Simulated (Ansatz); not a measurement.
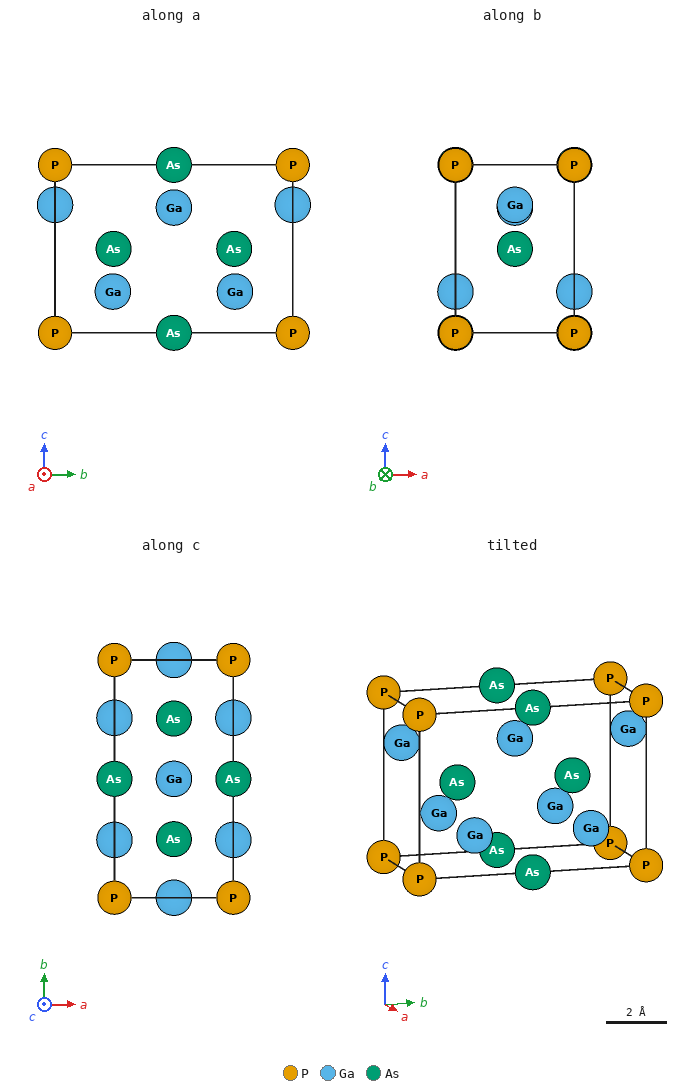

Structure drawing (spheres-only), viewed along the a axis, along the b axis, along the c axis and slightly off an axis. Lines trace the edges of the conventional unit cell.

Lattice parameters: a = 3.9703 Å, b = 7.9381 Å, c = 5.6067 Å, α = 90.000°, β = 90.000°, γ = 90.000°.

Transcribe the picture into a CIF with its space group and independent sites, with free fractional coordinates to two decimals.

Answer.
```cif
data_structure
_symmetry_space_group_name_H-M 'P m m 2'
_symmetry_Int_Tables_number 25
_cell_length_a 3.9703
_cell_length_b 7.9381
_cell_length_c 5.6067
_cell_angle_alpha 90.000
_cell_angle_beta 90.000
_cell_angle_gamma 90.000
_cell_volume 176.70
loop_
_atom_site_label
_atom_site_type_symbol
_atom_site_symmetry_multiplicity
_atom_site_Wyckoff_symbol
_atom_site_fract_x
_atom_site_fract_y
_atom_site_fract_z
_atom_site_occupancy
P1 P 1 a 0.00 0.00 0.00 1
Ga1 Ga 1 c 0.50 0.00 0.76 1
As1 As 2 h 0.50 0.75 0.50 1
Ga2 Ga 2 g 0.00 0.76 0.25 1
As2 As 1 b 0.00 0.50 0.00 1
Ga3 Ga 1 d 0.50 0.50 0.75 1
```

Provenance: a structure type filled with these elements by a generator (whether the compound takes this form wasn't checked). The geometry was optimised with Ansatz, DFT, r2SCAN, plane waves, PAW.
